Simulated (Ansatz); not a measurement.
```yaml
atoms:
  - { symbol: F, position_ang: [-0.7711, -1.3581, 1.4437] }
  - { symbol: C, position_ang: [-0.2065, -0.5466, 0.5023] }
  - { symbol: C, position_ang: [0.9655, -0.6385, -0.1660] }
  - { symbol: O, position_ang: [0.9526, 0.5631, -0.9458] }
  - { symbol: Al, position_ang: [-0.7053, 1.0032, -0.3341] }
  - { symbol: F, position_ang: [-1.9846, 2.2878, -0.4593] }
  - { symbol: H, position_ang: [1.8107, -1.3789, -0.0865] }
```

The calculation used Ansatz 0.2.0, SCF PBE0, Gaussian basis.

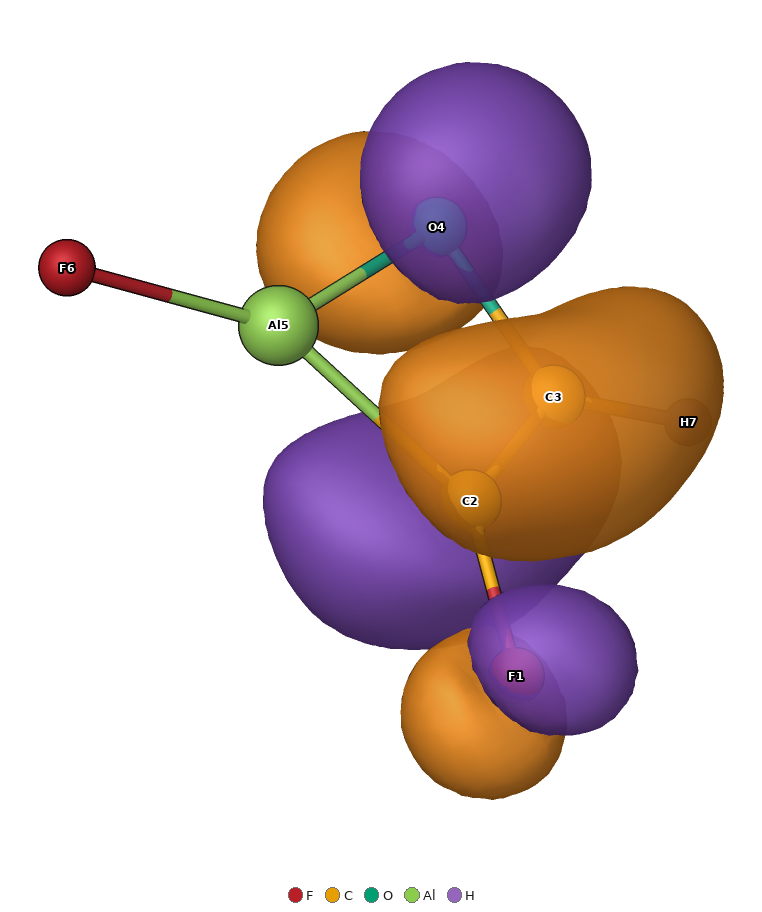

C$_{2}$HAlF$_{2}$O (SMILES F[C]1=C[O][Al]1[F]). The HOMO at ±0.1 Å⁻³ᐟ² (orange and purple are the two phases), seen at a tilt.

> What is the character of this orbital?

By Hirshfeld shares it lies mainly on O4 (about 35 %), C2 (about 30 %), C3 (about 20 %) and F1 (about 10 %); it changes sign across the molecular plane (π type); π-bonding across C2–C3; π-antibonding (a node) across F1–C2 and C3–O4. Its energy is −6.52 eV.
